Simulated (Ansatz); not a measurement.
# Be4P2O (built on the sites of a database entry of Ca4Sb2O): from the cell to its phonons

Task: relax Be4P2O (built on the sites of a database entry of Ca4Sb2O), then find its harmonic phonons.

Main program and level: Ansatz 0.2.0; DFT PBEsol, scalar-relativistic, plane waves, PAW.

The structure was built from a prototype and need not be the compound's stable phase.

## 1. The structure

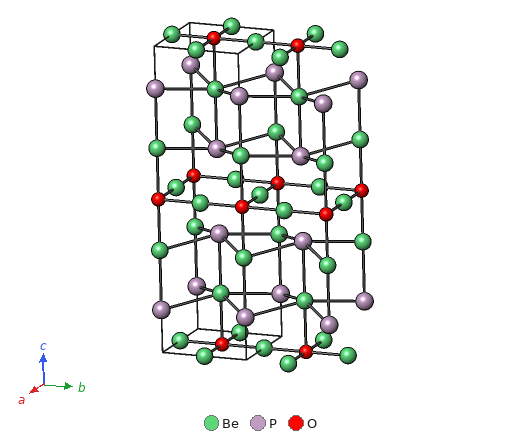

Start, viewed slightly off an axis; beryllium green, phosphorus pink, oxygen red. 1×2×1 cells are drawn. This picture shows the conventional cell, with its axes. Some periodic images of atoms are drawn too.

## 2. Rough relaxation

A rough relaxation comes first, because large forces or stress need no tight tolerances yet.

input.yaml reads:

```yaml
crystal:
  lattice:
    - [-1.57755, 1.57755, 5.51217]
    - [1.57755, -1.57755, 5.51217]
    - [1.57755, 1.57755, -5.51217]
  atoms:
    - { symbol: Be, position: [0.5, 0.0, 0.5] }
    - { symbol: Be, position: [0.0, 0.5, 0.5] }
    - { symbol: Be, position: [0.3332, 0.3332, 0.0] }
    - { symbol: Be, position: [0.6668, 0.6668, 0.0] }
    - { symbol: P, position: [0.1387, 0.1387, 0.0] }
    - { symbol: P, position: [0.8613, 0.8613, 0.0] }
    - { symbol: O, position: [0.5, 0.5, 0.0] }
kpoints:
  mp_grid: { grid: [8, 8, 8] }
hamiltonian:
  xc: pbesol
scf:
  occupations: { method: gaussian, width: 0.1 }
output:
  forces: true
  stress: true
  eigenvalues: true
relax:
  adjacent_minimum: "off"
  f_tol: 0.05
  max_steps: 80
  cell: { stress_tol: 0.5 }
```

Run with:

```bash
$ ansatz run input.yaml --threads 8 --pin off --max-ram 14336MiB --backend cpu --events-out ev --progress --plain --runs-dir out
```

Numbers of over 12 decimals in the logs are rounded to 6 here.

Log:

```text
The last accepted step is kept in <dir> (removed where the run ends without a failure and the disk answers)
[...]
- [1.789568, -1.789568, 5.476107]
    - [1.789568, 1.789568, -5.476107]
  atoms:
    - { symbol: Be, position: [0.5, 4.945409945044903e-19, 0.5] }
    - { symbol: Be, position: [4.945409945044941e-19, 0.5, 0.5] }
    - { symbol: Be, position: [0.343009, 0.343009, 0] }
    - { symbol: Be, position: [0.656991, 0.656991, 0] }
    - { symbol: P, position: [0.146361, 0.146361, 0] }
    - { symbol: P, position: [0.853639, 0.853639, 0] }
    - { symbol: O, position: [0.5, 0.5, 0] }
[key lines of the parts left out:]
SCF converged after 5 iterations
Free energy (F): -2403.542172 eV
Fermi energy:    9.680449 eV
P = ⅓ Tr σ = 0.0938 GPa (0.938 kbar)
```

Run time: 16 s. Hardware: 8 threads of Intel Xeon Platinum 8259CL at 2.50GHz (Skylake/Cascade Lake), shared host; peak memory 0.53 GiB; 1.7 min of CPU time.

Relaxation path:

```tsv
step	energy less that of the first step (eV)	largest force component (eV/Å)	pressure (GPa)	volume (Å³)
1	0.0000	2.7240	52.11	54.87
2	-1.5931	1.0228	22.00	61.11
3	-2.0923	0.2568	4.50	66.74
4	-2.1476	0.1673	2.15	67.72
5	-2.1807	0.1416	0.30	68.79
6	-2.1823	0.0548	-0.04	69.02
7	-2.1830	0.0078	-0.03	68.97
8*	-2.2746	0.0070	1.66	68.97
9	-2.2841	0.0201	0.87	69.73
10	-2.2820	0.0351	-1.03	70.71
11	-2.2848	0.0065	0.08	70.15
12*	-2.2869	0.0065	0.09	70.15
```

Relaxation steps marked * repeat the geometry before them on a plane-wave basis chosen anew for their cell, so energy and pressure can jump there. Relaxation step 10 was tried and not accepted.

Forces are held to the 16 operations that the run works with; a distortion that breaks them can't arise in this run.

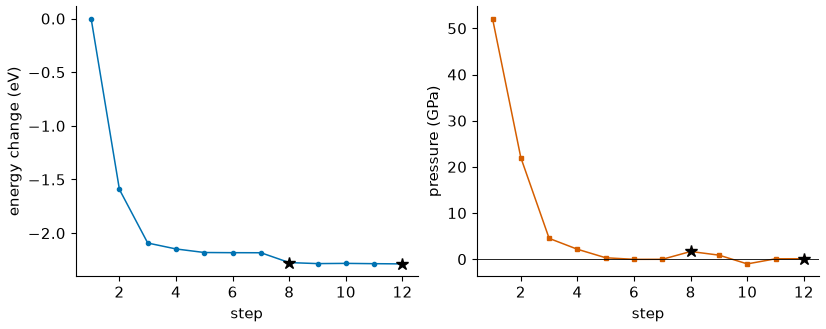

Energy and pressure along the relaxation. Stars mark steps on a basis chosen anew.

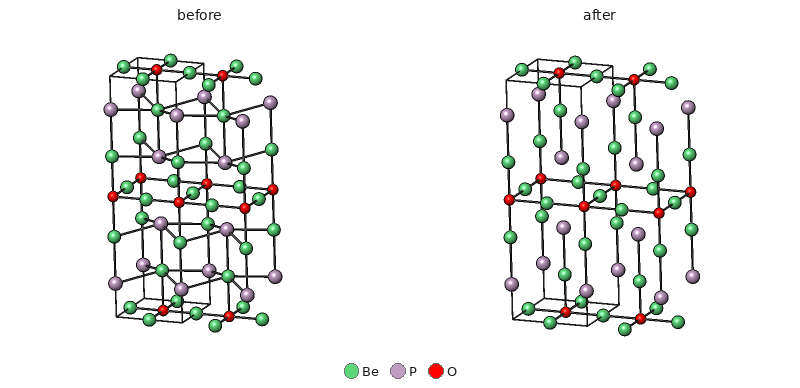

Before and after, at one scale.

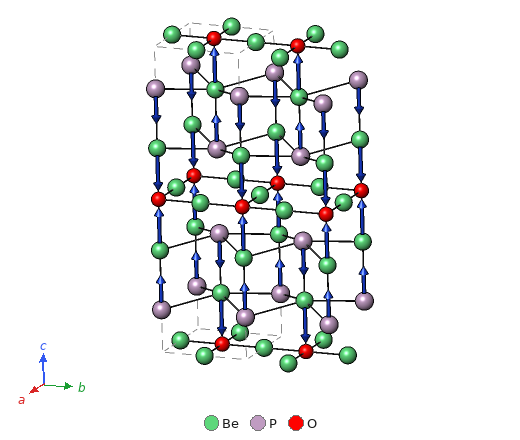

Displacements in the relaxation, exaggerated, measured against the changing cell; the longest in the cell stands for 0.11 Å. 1×2×1 conventional cells are drawn. Some periodic images of atoms are drawn too.

```tsv
cell as run	before	after	change
a (Å)	5.947	6.033	+1.4 %
b (Å)	5.947	6.033	+1.4 %
c (Å)	5.947	6.033	+1.4 %
α (°)	149.23	145.49	-2.5 %
β (°)	149.23	145.49	-2.5 %
γ (°)	44.07	49.61	+12.6 %
volume (Å³/atom)	7.84	10.02	+27.8 %
```

The atoms that moved most (Å, as changes of fractional coordinates times the final cell):

```tsv
atom	dx	dy	dz	length
Be3	0.000	0.000	0.107	0.107
Be4	0.000	0.000	-0.107	0.107
P5	0.000	0.000	0.084	0.084
P6	0.000	0.000	-0.084	0.084
```

Final coordinates:

```cif
data_structure
_symmetry_space_group_name_H-M 'P 1'
_symmetry_Int_Tables_number 1
_cell_length_a 6.0326
_cell_length_b 6.0326
_cell_length_c 6.0326
_cell_angle_alpha 145.487
_cell_angle_beta 145.487
_cell_angle_gamma 49.609
_cell_volume 70.15
loop_
_atom_site_label
_atom_site_type_symbol
_atom_site_fract_x
_atom_site_fract_y
_atom_site_fract_z
_atom_site_occupancy
Be1 Be 0.50000 0.00000 0.50000 1
Be2 Be 0.00000 0.50000 0.50000 1
Be3 Be 0.34301 0.34301 0.00000 1
Be4 Be 0.65699 0.65699 0.00000 1
P5 P 0.14636 0.14636 0.00000 1
P6 P 0.85364 0.85364 0.00000 1
O7 O 0.50000 0.50000 0.00000 1
```

Numbers from this step:

```
pressure          : 0.09377 GPa
volume per atom   : 10.02 Å³
gap on the k-mesh : 0 eV
```

In this step the volume went from 7.84 to 10.02 Å³/atom.

## 3. Bringing the structure to rest

Harmonic phonons are second derivatives at a point where the forces vanish, and they are wanted at zero stress, so atoms and cell are relaxed first.

input.yaml reads:

```yaml
crystal:
  lattice:
    - [-1.7895684547, 1.7895684547, 5.4761069388]
    - [1.7895684547, -1.7895684547, 5.4761069388]
    - [1.7895684547, 1.7895684547, -5.4761069388]
  atoms:
    - { symbol: Be, position: [0.5, 0.0, 0.5] }
    - { symbol: Be, position: [0.0, 0.5, 0.5] }
    - { symbol: Be, position: [0.3430088984, 0.3430088984, 0.0] }
    - { symbol: Be, position: [0.6569911016, 0.6569911016, 0.0] }
    - { symbol: P, position: [0.1463612427, 0.1463612427, 0.0] }
    - { symbol: P, position: [0.8536387573, 0.8536387573, 0.0] }
    - { symbol: O, position: [0.5, 0.5, 0.0] }
kpoints:
  mp_grid: { grid: [14, 14, 14] }
hamiltonian:
  xc: pbesol
scf:
  occupations: { method: gaussian, width: 0.1 }
output:
  forces: true
  stress: true
  eigenvalues: true
relax:
  adjacent_minimum: "off"
  f_tol: 0.005
  max_steps: 80
  cell: { stress_tol: 0.05 }
```

Log:

```text
[...]
Crystal: 7 atoms, lattice volume = 70.150 Å³
Basis set: ecut = 420 eV, 1355 PW (Γ), FFT grids on a1+a3, a2+a3, a3, exchange–correlation on 48×48×90 points (8 copies of the dense FFT grid, shifted against one another)
Bands: 19, of which v1, the nominal top of the filled ones, is band 12 counted from 1 (11 counted from 0)
Symmetry: 16 space group operations
[...]
- [-1.791153, 1.791153, 5.473153]
    - [1.791153, -1.791153, 5.473153]
    - [1.791153, 1.791153, -5.473153]
  atoms:
    - { symbol: Be, position: [0.500000, 0, 0.500000] }
    - { symbol: Be, position: [0, 0.500000, 0.500000] }
    - { symbol: Be, position: [0.343048, 0.343048, 0] }
    - { symbol: Be, position: [0.656952, 0.656952, 0] }
    - { symbol: P, position: [0.146273, 0.146273, 0] }
    - { symbol: P, position: [0.853727, 0.853727, 0] }
    - { symbol: O, position: [0.500000, 0.500000, 0] }
[key lines of the parts left out:]
SCF converged after 5 iterations
Free energy (F): -2403.544706 eV
Fermi energy:    9.653328 eV
P = ⅓ Tr σ = -0.0141 GPa (-0.141 kbar)
```

Run time: 22 s. Hardware: 8 threads; peak memory 0.73 GiB; 2.7 min of CPU time.

The steps of the relaxation:

```tsv
step	energy less that of the first step (eV)	largest force component (eV/Å)	pressure (GPa)	volume (Å³)
1	0.0000	0.0084	0.10	70.15
2	0.0000	0.0015	0.04	70.19
3	0.0001	0.0027	-0.01	70.23
4	0.0001	0.0023	-0.02	70.24
5*	0.0000	0.0024	-0.01	70.24
```

Relaxation steps marked * repeat the geometry before them on a plane-wave basis chosen anew for their cell, so energy and pressure can jump there.

The run keeps the 16 symmetry operations that it works with, so distortions that break them were not tested.

```tsv
conventional cell, symmetrised	before	after	change
a (Å)	3.579	3.582	+0.1 %
b (Å)	3.579	3.582	+0.1 %
c (Å)	10.952	10.946	-0.1 %
volume (Å³/atom)	10.02	10.03	+0.1 %
```

This step gave:

```
pressure        : -0.01412 GPa
volume per atom : 10.03 Å³
```

In this step the volume went from 10.02 to 10.03 Å³/atom.

## 4. Tight relaxation

Phonons need a cell at rest on their own settings, so the relaxation is repeated with tight tolerances on forces and stress, using the mesh and the filling of the phonon run that follows.

input.yaml reads:

```yaml
crystal:
  lattice:
    - [-1.7911529729, 1.7911529729, 5.4731529675]
    - [1.7911529729, -1.7911529729, 5.4731529675]
    - [1.7911529729, 1.7911529729, -5.4731529675]
  atoms:
    - { symbol: Be, position: [0.5, 0.0, 0.5] }
    - { symbol: Be, position: [0.0, 0.5, 0.5] }
    - { symbol: Be, position: [0.3430482354, 0.3430482354, 0.0] }
    - { symbol: Be, position: [0.6569517646, 0.6569517646, 0.0] }
    - { symbol: P, position: [0.1462726682, 0.1462726682, 0.0] }
    - { symbol: P, position: [0.8537273318, 0.8537273318, 0.0] }
    - { symbol: O, position: [0.5, 0.5, 0.0] }
kpoints:
  mp_grid: { grid: [16, 16, 16] }
hamiltonian:
  xc: pbesol
scf:
  occupations: { method: methfessel_paxton, width: 0.2 }
output:
  forces: true
  stress: true
  eigenvalues: true
relax:
  adjacent_minimum: "off"
  f_tol: 0.001
  max_steps: 60
  cell: { stress_tol: 0.01 }
```

Log:

```text
[...]
Crystal: 7 atoms, lattice volume = 70.237 Å³
Basis set: ecut = 420 eV, 1355 PW (Γ), FFT grids on a1+a3, a2+a3, a3, exchange–correlation on 48×48×90 points (8 copies of the dense FFT grid, shifted against one another)
Bands: 19, of which v1, the nominal top of the filled ones, is band 12 counted from 1 (11 counted from 0)
Symmetry: 16 space group operations
[...]
- [-1.791359, 1.791359, 5.471675]
    - [1.791359, -1.791359, 5.471675]
    - [1.791359, 1.791359, -5.471675]
  atoms:
    - { symbol: Be, position: [0.500000, 0, 0.500000] }
    - { symbol: Be, position: [0, 0.500000, 0.500000] }
    - { symbol: Be, position: [0.343051, 0.343051, 0] }
    - { symbol: Be, position: [0.656949, 0.656949, 0] }
    - { symbol: P, position: [0.146278, 0.146278, 0] }
    - { symbol: P, position: [0.853722, 0.853722, 0] }
    - { symbol: O, position: [0.5, 0.5, 0] }
[key lines of the parts left out:]
SCF converged after 7 iterations
Free energy (F): -2403.544520 eV
Fermi energy:    9.649881 eV
P = ⅓ Tr σ = 0.0035 GPa (0.035 kbar)
```

It took 32 s on 8 threads; peak memory 0.83 GiB.

Little changed from the start: no atom moved by 0.005 Å and no cell edge by 0.1 %.

Numbers from this step:

| Quantity | Value |
| --- | --- |
| pressure | 0.003511 GPa |

The largest force component left is 0.38 meV/Å and the pressure is 0.004 GPa, within the tolerances set. The cell now holds 10.03 Å³/atom.

## 5. Linear response at the zone centre

The zone centre is the only wavevector solved here; it holds the modes that light can see, as far as symmetry allows. No field response is asked, since the mesh shows no gap.

input.yaml reads:

```yaml
crystal:
  lattice:
    - [-1.7913590676, 1.7913590676, 5.4716745197]
    - [1.7913590676, -1.7913590676, 5.4716745197]
    - [1.7913590676, 1.7913590676, -5.4716745197]
  atoms:
    - { symbol: Be, position: [0.5, 0.0, 0.5] }
    - { symbol: Be, position: [0.0, 0.5, 0.5] }
    - { symbol: Be, position: [0.343050778, 0.343050778, 0.0] }
    - { symbol: Be, position: [0.656949222, 0.656949222, 0.0] }
    - { symbol: P, position: [0.1462780517, 0.1462780517, 0.0] }
    - { symbol: P, position: [0.8537219483, 0.8537219483, 0.0] }
    - { symbol: O, position: [0.5, 0.5, 0.0] }
kpoints:
  mp_grid: { grid: [16, 16, 16] }
hamiltonian:
  xc: pbesol
scf:
  occupations: { method: methfessel_paxton, width: 0.2 }
output:
  eigenvalues: true
phonons:
  method: dfpt
```

Log:

```text
zone centre: on kpoints.mp_grid the ground state, and the responses unless they are solved on pairs of k-points, stand on 621 of the mesh's 4096 k-points, reduced under 4 symmetry operations, with k and −k counted as one. Each operation leaves every solved displacement unchanged or reverses it
[...]
Crystal: 7 atoms, lattice volume = 70.234 Å³
Basis set: ecut = 420 eV, 1355 PW (Γ), exchange–correlation on 90×90×90 points (8 copies of the dense FFT grid, shifted against one another)
Bands: 19, of which v1, the nominal top of the filled ones, is band 12 counted from 1 (11 counted from 0)
Symmetry: 16 space group operations
k-points: 621 of 4096 (irreducible under 4 space group operations, time reversal used)
[...]
SCF iter   1: F=—  HF=-2403.562745 eV  |F-HF|=—  |Δ(HF+E_count)|=         —  Δρ=9.95e-3  dr2=6.53e-2  ethr=1.77e-3  ⟨swp⟩=5.8  Hψ=66086  notcnv=0
[...]
SCF iter   9: F=-2403.544520 eV  HF=-2403.544520 eV  |F-HF|=2.27e-12  |Δ(HF+E_count)|=  9.55e-12  S|Δr|=    0.00e0  Δρ=5.13e-8  dr2=3.38e-12  ethr=1.00e-12  ⟨swp⟩=9.9  Hψ=62923  notcnv=0
SCF 1 converged in 9 iterations: F = -2403.544520 eV  dr2 = 3.38e-12
[...]
DFPT response loops at Γ: preconditioner auto → Kerker (q_TF=auto, 2.281 Å⁻¹) (partly filled bands, converged f_vac=0.000); β = 1.00, the filter's whole step (`scf.mixing.beta` (0.50) is not read by the response loops under this deck's `scf.mixing.preconditioner`; to damp them name `kerker` or `kerker_dos`, under which they read `scf.mixing.beta`, and type it under 1.00, their step now; both keys bind the ground state too); Broyden in place of MSR1
SCF converged after 9 iterations
[...]
Free energy (F): -2403.544520 eV
[...]
Internal energy: -2403.544966 eV  (E = F + TS)
E sigma→0 (E₀):  -2403.544632 eV
Entropy (-TS):   0.000445 eV (0.064 meV/atom)
Fermi energy:    9.649881 eV
[...]
--- Band table (eV; the first three rows and the last of 621) ---
  k-point 0: bands = [... 8 lower, 6.5975, 8.0636, 8.4264, 8.4264, 10.6814, 11.1035, 12.8155, 13.2193, ... 3 higher]
  k-point 1: bands = [... 8 lower, 6.5366, 8.0846, 8.2431, 8.2675, 11.1282, 11.4393, 13.0147, 13.2512, ... 3 higher]
  k-point 2: bands = [... 8 lower, 6.3542, 7.2783, 7.8733, 8.8053, 12.1477, 12.2571, 13.2315, 13.2478, ... 3 higher]
  k-point 620: bands = [... 8 lower, 6.9889, 6.9889, 8.5431, 8.5431, 9.6091, 10.3408, 11.6627, 12.6729, ... 3 higher]
--- Phonons (Γ-DFPT): 9 representative perturbations + reference, on 621 of 4096 k-points (Σ response iterations 28) ---
  k mesh reduced under 4 symmetry operations, with k and −k counted as one. Each operation leaves every solved displacement unchanged or reverses it
  ASR residual: 1.374e-5 → 0.000e0 eV/Å²; symmetrization residual: 9.908e-7 eV/Å²
  ASR residual per site (eV/Å²): 1.37e-5 1.37e-5 8.52e-6 8.52e-6 1.56e-6 1.56e-6 1.03e-5
  Γ frequencies (cm⁻¹): -338.04 -338.04 -267.97 -267.97 0.00 0.00 0.00 143.47 160.62 160.62 239.61 239.61 351.16 351.16 361.00 373.03 430.85 430.85 483.98 601.64 613.99
  non-analytic LO–TO correction: not included (Born effective charges unavailable; polar crystals: no LO–TO splitting at Γ)
```

Wall time 4.7 min (8 threads); peak memory 3.3 GiB.

This step gave:

```yaml
sum_rule_residual_before_enforcement: 1.37e-5 eV/Å²
point_group: 4/mmm
highest_optical_mode_at_the_zone_centre_no_lo_to_term: 614.0 cm⁻¹
lowest_optical_zone_centre_mode: -338.0 cm⁻¹
```

Patterns of degenerate modes are one choice out of their space. The modes at Γ (shares of kinetic energy by element, %) (negative means imaginary):

```tsv
mode	frequency (cm⁻¹)	symmetry	Be %	P %	O %
1	-338.0	Eu	85	9	6
2	-338.0	Eu	85	9	6
3	-268.0	Eg	100	0	0
4	-268.0	Eg	100	0	0
5	0.0	acoustic	32	54	14
6	0.0	acoustic	32	54	14
7	0.0	acoustic	32	54	14
8	143.5	B2u	100	0	0
9	160.6	Eu	84	10	7
10	160.6	Eu	84	10	7
11	239.6	Eg	0	100	0
12	239.6	Eg	0	100	0
13	351.2	Eu	20	25	55
14	351.2	Eu	20	25	55
15	361.0	A1g	9	91	0
16	373.0	A2u	47	39	14
17	430.9	Eu	79	2	18
18	430.9	Eu	79	2	18
19	484.0	A2u	45	3	51
20	601.6	A1g	91	9	0
21	614.0	A2u	76	3	21
```

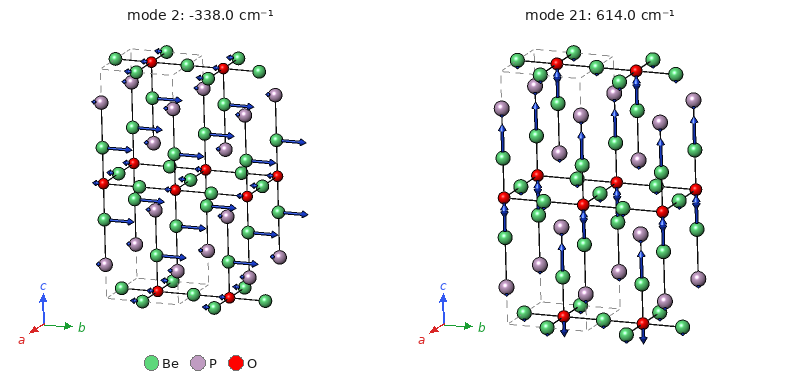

Displacement patterns of modes 2 and 21 at Γ; arrows are exaggerated. 1×2×1 conventional cells are drawn. Some periodic images of atoms are drawn too.

Before it was imposed, the acoustic sum rule was missed by 1.4e-5 eV/Å². Small misses are needed for a sound result but don't prove that mesh and cutoff are converged. The lowest optical mode is imaginary, 338.0i cm⁻¹, so the energy falls along it.

## 6. Isotope substitution

An isotope changes the mass and not the force constants, so no new electronic calculation is needed; the shifts show which modes move this element.

The same force constants with the mass of O changed from 15.999 to 17.999 u (phonopy, no LO-TO term). Both lists are sorted by frequency; levels can cross, so a row need not hold one and the same mode. Modes under 3 cm⁻¹ are left out. Isotope shifts, by row:

```tsv
q	rank	natural mass (cm⁻¹)	changed mass (cm⁻¹)
0 0 0	1	-338	-336.9
0 0 0	2	-338	-336.9
0 0 0	3	-268	-268
0 0 0	4	-268	-268
0 0 0	8	143.5	143.5
0 0 0	9	160.6	159.9
0 0 0	10	160.6	159.9
0 0 0	11	239.6	239.6
0 0 0	12	239.6	239.6
0 0 0	13	351.2	339.6
0 0 0	14	351.2	339.6
0 0 0	15	361	361
0 0 0	16	373	369.6
0 0 0	17	430.9	426.9
0 0 0	18	430.9	426.9
0 0 0	19	484	469.5
0 0 0	20	601.6	601.6
0 0 0	21	614	607.6
```

A mode of this element alone would shift by -5.72 %. The highest zone-centre frequency without the field goes from 614.0 to 607.6 cm⁻¹ (-1.0 %).

## 7. Outcome

```
space group after relaxation (within 0.01 Å)            : I4/mmm
volume per atom                                         : 10.0 Å³
electronic character                                    : no gap on this mesh
highest optical mode at the zone centre (no LO-TO term) : 614 cm⁻¹
lowest optical zone-centre mode                         : -338 cm⁻¹
imaginary modes at Γ (the only wavevector solved)       : yes
```

A zone-centre mode is imaginary (338.0i cm⁻¹), so this structure is not a minimum of the energy. The optical modes at Γ span -338 to 614 cm⁻¹ (negative means imaginary). No dispersion was computed. The highest mode in this list at Γ, 614.0 cm⁻¹, is mostly motion of Be (76 % of the kinetic energy). With no gap, or one that is small against the smearing, the frequencies hang on the k mesh and the smearing, most of all near Kohn anomalies. The starting cell was built on a prototype and not taken from a measurement, so the phase need not exist. These are harmonic frequencies at zero temperature: anharmonic shifts, linewidths and thermal expansion are left out.

[Logs are printed without paths, hosts, clocks, repeated set-up lines and the standing remarks that a program may print on its own settings, such as how far it seeks lower states.]

[Hosts, paths, dates, database ids (printed as entryN), source tags and the programs' standing remarks are cut or masked in the printed files.]
